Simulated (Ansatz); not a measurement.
## WH$_{7}$F: geometry relaxation (part 2 of 2)

WH$_{7}$F; RKS PBE-D4/def2-SVP (Ansatz 0.2.0). It belongs to a series of runs on one base structure; here: end point A relaxed.

Geometry of the input (Å):
```
W  -0.4197  -0.4201  0.3407
F  0.1007  0.0947  2.0640
H  1.1158  -0.0332  -0.1419
H  -0.0834  1.1163  -0.1810
H  -1.7428  0.3017  -0.4649
H  0.3004  -1.7412  -0.4698
H  -0.1077  -0.1356  -1.3047
H  1.5539  1.6167  1.0926
H  1.5872  1.6012  1.8122
```

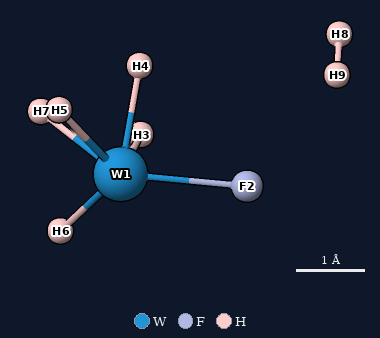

**Figure 1.** The geometry at step 15 of the log (ball-and-stick view, seen at a tilt; atoms are numbered from 1 in the order of the input).

## Log, continued
```
relax step  30: F+E_penalty+E_count = -4650.20731530 eV  Δ(F+E_penalty+E_count) = -9.688e-5 eV  max|allowed force component| = 5.204e-2 eV/Å  Δτ_max = 0.0573 Å  (32 SCF iters, accepted)
the calculation of the forces begins
reference -4650.07810677 eV, -170.8872184878 hartree; 15, 15 occupied and 66, 66 virtual orbitals, 861 factors
relax step  31: F+E_penalty+E_count = -4650.20743078 eV  Δ(F+E_penalty+E_count) = -1.155e-4 eV  max|allowed force component| = 2.643e-2 eV/Å  Δτ_max = 0.0222 Å  (32 SCF iters, accepted)
861 factors; their error is unknown
mean field -4650.07805159 eV, -170.8872164597 hartree, gradient 1.8e-5 eV, S^2 0.000000; 1 other end points of the search recorded, 0 dependent functions left out
the calculation of the forces begins
reference -4650.07810677 eV, -170.8872184878 hartree; 15, 15 occupied and 66, 66 virtual orbitals, 861 factors
Total energy: -4650.20748597 eV, -170.8919730854 hartree
Atom 0 at    -0.543217    -0.546875     0.215923 Å, force     0.026425     0.014329    -0.004862 eV/Å
Atom 1 at     0.222369     0.230545     1.770854 Å, force    -0.011721    -0.010966    -0.023411 eV/Å
Atom 2 at     0.913180    -0.240771    -0.512335 Å, force    -0.008403    -0.005236     0.005845 eV/Å
Atom 3 at    -0.248742     0.910565    -0.515090 Å, force    -0.007029    -0.009802     0.001861 eV/Å
Atom 4 at    -1.958807     0.071850    -0.508639 Å, force     0.004205     0.003503    -0.000603 eV/Å
Atom 5 at     0.091901    -1.958086    -0.503282 Å, force     0.000890     0.004570     0.004275 eV/Å
Atom 6 at    -0.474685    -0.485247    -1.476168 Å, force    -0.004351     0.003667     0.016800 eV/Å
Atom 7 at     2.419236     2.484910     2.156169 Å, force    -0.016926    -0.017441    -0.000060 eV/Å
Atom 8 at     1.883164     1.933708     2.119770 Å, force     0.016909     0.017375     0.000156 eV/Å
Dipole moment:    -0.355170    -0.358867     0.232595 e Å
```

## Trajectory as extended XYZ (Å, eV, eV/Å), 12 of the 31 frames kept, from step=1 to step=31
```
9
Properties=species:S:1:pos:R:3:forces:R:3 step=1 energy=-4649.90620
W    -0.4197   -0.4201    0.3407   -0.5134  -0.5180  -0.7353
F     0.1007    0.0947    2.0640   -0.0777  -0.0700   0.6348
H     1.1158   -0.0332   -0.1419   -0.0256   0.0327  -0.0076
H    -0.0834    1.1163   -0.1810    0.0419  -0.0476   0.0231
H    -1.7428    0.3017   -0.4649    0.0213   0.0172   0.0152
H     0.3004   -1.7412   -0.4698    0.0154   0.0229   0.0087
H    -0.1077   -0.1356   -1.3047   -0.0097  -0.0047   0.0047
H     1.5539    1.6167    1.0926    0.2269   0.3501  -1.7540
H     1.5872    1.6012    1.8122    0.3208   0.2174   1.8102
9
Properties=species:S:1:pos:R:3:forces:R:3 step=4 energy=-4650.17378
W    -0.5316   -0.5369    0.2660    0.0140   0.0210  -0.0757
F    -0.0443   -0.0456    2.0299   -0.0176  -0.0142   0.0143
H     1.0212   -0.1258   -0.1435   -0.0314   0.0044   0.0057
H    -0.1597    1.0187   -0.1681    0.0132  -0.0328   0.0200
H    -1.8189    0.2217   -0.5592    0.0015  -0.0050   0.0010
H     0.2270   -1.8199   -0.5671    0.0013   0.0017   0.0025
H    -0.1762   -0.1958   -1.3576   -0.0239  -0.0202   0.0241
H     1.9391    2.0072    1.2481    0.0478   0.0483  -0.0050
H     1.8478    1.8771    1.9988   -0.0049  -0.0031   0.0130
9
Properties=species:S:1:pos:R:3:forces:R:3 step=6 energy=-4650.18420
W    -0.5657   -0.5717    0.2439   -0.0385  -0.0378  -0.0410
F    -0.0888   -0.0877    2.0128    0.0116   0.0116   0.0282
H     0.9860   -0.1565   -0.1557    0.0159  -0.0012  -0.0070
H    -0.1820    0.9837   -0.1710    0.0036   0.0161  -0.0005
H    -1.8469    0.1873   -0.5909    0.0029  -0.0008   0.0122
H     0.1987   -1.8472   -0.5962    0.0022   0.0059   0.0171
H    -0.2097   -0.2236   -1.3751    0.0013   0.0046  -0.0072
H     2.1058    2.1739    1.3335   -0.0392  -0.0494   0.2179
H     1.9070    1.9424    2.0459    0.0401   0.0510  -0.2198
9
Properties=species:S:1:pos:R:3:forces:R:3 step=9 energy=-4650.18822
W    -0.5647   -0.5710    0.2396    0.0505   0.0755   0.0115
F    -0.0428   -0.0274    1.9839   -0.0092  -0.0252  -0.0871
H     0.9801   -0.1878   -0.2285   -0.0573   0.0435   0.0242
H    -0.2022    0.9788   -0.2275    0.0411  -0.0518   0.0261
H    -1.8753    0.1588   -0.5778    0.0231  -0.0219   0.0034
H     0.1898   -1.8700   -0.5745   -0.0183   0.0221   0.0074
H    -0.2574   -0.2547   -1.3976   -0.0221  -0.0344   0.0197
H     2.2123    2.2661    1.4813    0.2228   0.2289  -0.3247
H     1.8647    1.9078    2.0482   -0.2307  -0.2367   0.3195
9
Properties=species:S:1:pos:R:3:forces:R:3 step=12 energy=-4650.19301
W    -0.5499   -0.5562    0.2468   -0.1266  -0.0902   0.0756
F    -0.0226   -0.0104    1.9856    0.0509   0.0399  -0.0162
H     0.9814   -0.1467   -0.2320    0.0256  -0.0512  -0.0269
H    -0.1626    0.9798   -0.2359   -0.0550   0.0235  -0.0141
H    -1.8708    0.1549   -0.5665    0.0105   0.0235  -0.0006
H     0.1826   -1.8667   -0.5642    0.0306   0.0074  -0.0022
H    -0.2787   -0.2769   -1.4013    0.0673   0.0501  -0.0152
H     2.2115    2.2663    1.5032    0.0787   0.0804  -0.0655
H     1.8136    1.8565    2.0116   -0.0820  -0.0834   0.0650
9
Properties=species:S:1:pos:R:3:forces:R:3 step=15 energy=-4650.20037
W    -0.5463   -0.5494    0.2552    0.0276   0.0002  -0.0386
F     0.0304    0.0291    1.9689    0.0031   0.0126  -0.0121
H     0.9830   -0.1723   -0.2592   -0.0200   0.0118   0.0209
H    -0.1849    0.9820   -0.2629    0.0145  -0.0127   0.0158
H    -1.8689    0.1664   -0.5511   -0.0064  -0.0085   0.0045
H     0.1814   -1.8665   -0.5491   -0.0125  -0.0080   0.0051
H    -0.2789   -0.2873   -1.3966   -0.0110   0.0000   0.0008
H     2.2268    2.2891    1.5787   -0.0350  -0.0360   0.0563
H     1.7619    1.8095    1.9634    0.0398   0.0407  -0.0528
9
Properties=species:S:1:pos:R:3:forces:R:3 step=17 energy=-4650.20176
W    -0.5479   -0.5520    0.2531    0.0093  -0.0020  -0.0156
F     0.0321    0.0331    1.9631    0.0042   0.0080  -0.0044
H     0.9801   -0.1731   -0.2614   -0.0066   0.0056   0.0065
H    -0.1838    0.9788   -0.2634    0.0068  -0.0046   0.0032
H    -1.8728    0.1624   -0.5508   -0.0035  -0.0060   0.0017
H     0.1785   -1.8713   -0.5492   -0.0075  -0.0038   0.0024
H    -0.2843   -0.2904   -1.3991   -0.0058   0.0000   0.0010
H     2.2423    2.3044    1.6084   -0.0205  -0.0209   0.0352
H     1.7601    1.8086    1.9465    0.0235   0.0238  -0.0299
9
Properties=species:S:1:pos:R:3:forces:R:3 step=20 energy=-4650.20211 accepted=F
W    -0.5469   -0.5513    0.2436   -0.0579  -0.0597   0.1014
F     0.0680    0.0737    1.9278    0.0032   0.0021  -0.0179
H     0.9731   -0.1877   -0.3040   -0.0112   0.0238  -0.0313
H    -0.1977    0.9716   -0.3053    0.0229  -0.0117  -0.0323
H    -1.8976    0.1347   -0.5420    0.0165   0.0235  -0.0173
H     0.1546   -1.8958   -0.5391    0.0228   0.0166  -0.0152
H    -0.3191   -0.3239   -1.4185    0.0023   0.0040   0.0032
H     2.3008    2.3630    1.7627   -0.2273  -0.2339   0.0703
H     1.7692    1.8163    1.9221    0.2287   0.2353  -0.0608
9
Properties=species:S:1:pos:R:3:forces:R:3 step=23 energy=-4650.20549
W    -0.5480   -0.5522    0.2416   -0.0049  -0.0067   0.0466
F     0.0963    0.1001    1.9045   -0.0025  -0.0013  -0.0112
H     0.9599   -0.1937   -0.3409    0.0023   0.0021  -0.0100
H    -0.2026    0.9581   -0.3429    0.0008   0.0002  -0.0115
H    -1.9040    0.1278   -0.5381   -0.0059   0.0090  -0.0068
H     0.1454   -1.9026   -0.5355    0.0091  -0.0099  -0.0058
H    -0.3478   -0.3549   -1.4274    0.0003   0.0058  -0.0068
H     2.3160    2.3804    1.8194   -0.0384  -0.0397   0.0150
H     1.7893    1.8376    1.9665    0.0394   0.0406  -0.0095
9
Properties=species:S:1:pos:R:3:forces:R:3 step=26 energy=-4650.20680
W    -0.5461   -0.5509    0.2308    0.0134   0.0226   0.0228
F     0.1529    0.1580    1.8488   -0.0099  -0.0104  -0.0343
H     0.9394   -0.2131   -0.4192   -0.0026  -0.0091  -0.0015
H    -0.2208    0.9361   -0.4224   -0.0081  -0.0032   0.0029
H    -1.9283    0.1039   -0.5256   -0.0002  -0.0035   0.0029
H     0.1220   -1.9292   -0.5212   -0.0018   0.0006  -0.0003
H    -0.4091   -0.4143   -1.4519    0.0090   0.0027   0.0054
H     2.3635    2.4297    1.9703    0.0228   0.0233   0.0001
H     1.8310    1.8804    2.0377   -0.0225  -0.0231   0.0020
9
Properties=species:S:1:pos:R:3:forces:R:3 step=28 energy=-4650.20648 accepted=F
W    -0.5457   -0.5488    0.2189    0.1235   0.0936  -0.0633
F     0.2187    0.2257    1.7789   -0.0442  -0.0428  -0.0719
H     0.9132   -0.2398   -0.5074   -0.0314  -0.0160   0.0350
H    -0.2464    0.9112   -0.5086   -0.0198  -0.0312   0.0229
H    -1.9563    0.0765   -0.5110    0.0064  -0.0108   0.0108
H     0.0949   -1.9546   -0.5074   -0.0164   0.0051   0.0223
H    -0.4693   -0.4827   -1.4742   -0.0181   0.0023   0.0444
H     2.4173    2.4841    2.1418   -0.1208  -0.1244  -0.0040
H     1.8780    1.9290    2.1161    0.1208   0.1243   0.0038
9
Properties=species:S:1:pos:R:3:forces:R:3 step=31 energy=-4650.20743
W    -0.5432   -0.5469    0.2159    0.0264   0.0143  -0.0049
F     0.2224    0.2305    1.7709   -0.0117  -0.0110  -0.0234
H     0.9132   -0.2408   -0.5123   -0.0084  -0.0052   0.0058
H    -0.2487    0.9106   -0.5151   -0.0070  -0.0098   0.0019
H    -1.9588    0.0718   -0.5086    0.0042   0.0035  -0.0006
H     0.0919   -1.9581   -0.5033    0.0009   0.0046   0.0043
H    -0.4747   -0.4852   -1.4762   -0.0044   0.0037   0.0168
H     2.4192    2.4849    2.1562   -0.0169  -0.0174  -0.0001
H     1.8832    1.9337    2.1198    0.0169   0.0174   0.0002
```

## Summary

```csv
quantity,value
outcome,converged
total energy,−4650.2075 eV
mean-field energy,−4650.0781 eV
largest force (length of the vector) at the end,0.030 eV/Å
hardware,"1 thread of Arm Neoverse V1, 24 GiB of memory available, shared host"
wall time,89 s
peak memory,0.14 GiB
```
